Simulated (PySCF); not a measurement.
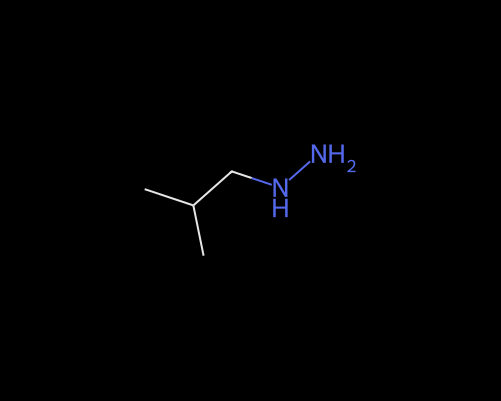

A structural formula.

Question: Give its SMILES.

Answer: CC(C)CNN

Question: What is the molecular formula?

Answer: C4H12N2.

Question: An optimisation with GFN2-xTB gave a structure of which point group?

Answer: C1. Other conformers may differ.

The parts below concern this one geometry. Atoms keep their numbers from picture to picture. Computed geometry: GFN2-xTB optimisation. No frequency run is at hand to confirm it as a minimum.

## Spin–spin coupling

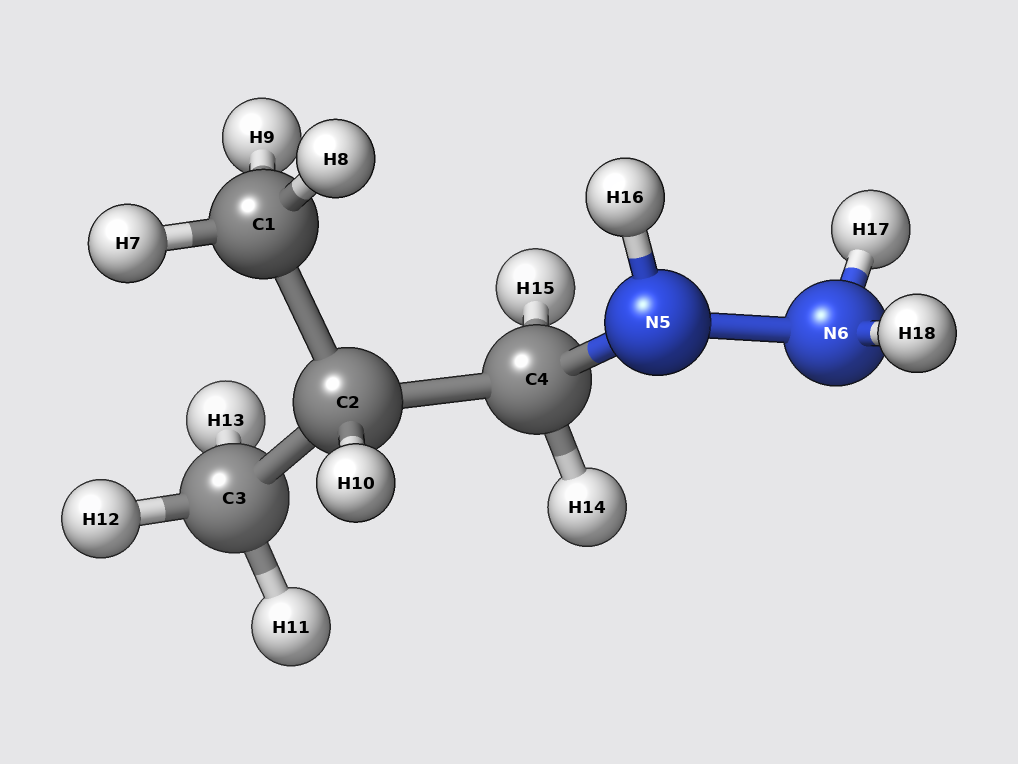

No frequency run is at hand to confirm it as a minimum. Properties computed with B3LYP/pcJ-1 indirect spin-spin coupling, non-relativistic, gas phase (PySCF 2.14.0). Isotopes: 13C, 1H, 15N.

Give the spin–spin coupling constants of these pairs, with the number of bonds between them: C4/N5, N5/H16, N5/N6, N6/H17, C2/N5, N5/H17, N5/H18, C3/N5, N5/H10, N6/H15, N6/H14.

| pair | bonds apart | J (Hz) |
| --- | --- | --- |
| C4, N5 | 1 | −5.8 |
| N5, H16 | 1 | −64.1 |
| N5, N6 | 1 | −9.3 |
| N6, H17 | 1 | −62.5 |
| C2, N5 | 2 | −5.6 |
| N5, H17 | 2 | 1.0 |
| N5, H18 | 2 | −5.0 |
| C3, N5 | 3 | −3.5 |
| N5, H10 | 3 | −2.0 |
| N6, H15 | 3 | −2.0 |
| N6, H14 | 3 | −1.6 |

## Dipole moment

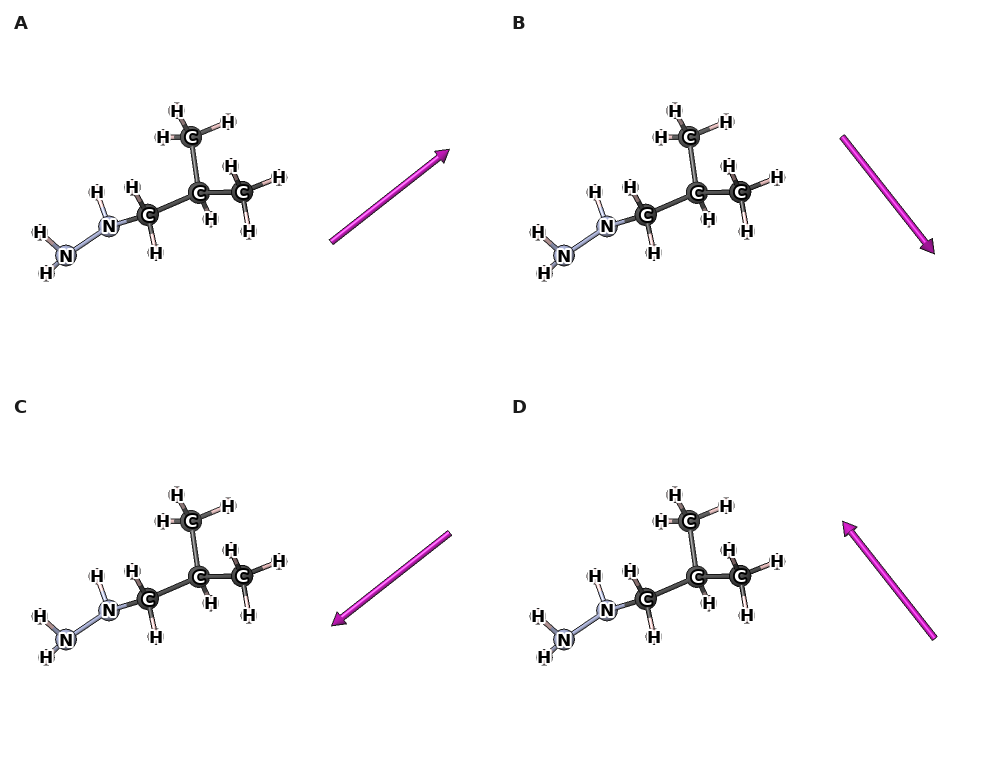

The same molecule four times, each with an arrow. No frequency run is at hand to confirm it as a minimum. Properties computed with B3LYP/pcJ-1, gas phase (PySCF 2.14.0).

Question: Which arrow points along the dipole moment, from the negative to the positive end?

Answer: D. The dipole moment is 1.82 D.

## Quadrupole coupling

No frequency run is at hand to confirm it as a minimum. Electric field gradients from the ground-state density, B3LYP/pcJ-1 (PySCF 2.14.0), non-relativistic apart from any core potentials.

Give the largest field-gradient component, the quadrupole coupling constant and the asymmetry for 14N at N5 (Q = 20.44 mb), 14N at N6 (Q = 20.44 mb), 2H at H7 (Q = 2.86 mb), 2H at H8 (Q = 2.86 mb), 2H at H9 (Q = 2.86 mb), 2H at H10 (Q = 2.86 mb).

```tsv
atom	V_zz (a.u.)	e²qQ/h (MHz)	η
N5	−1.434	−6.89	0.40
N6	−1.365	−6.56	0.43
H7	0.304	0.205	0.02
H8	0.307	0.206	0.03
H9	0.302	0.203	0.02
H10	0.285	0.192	0.01
```
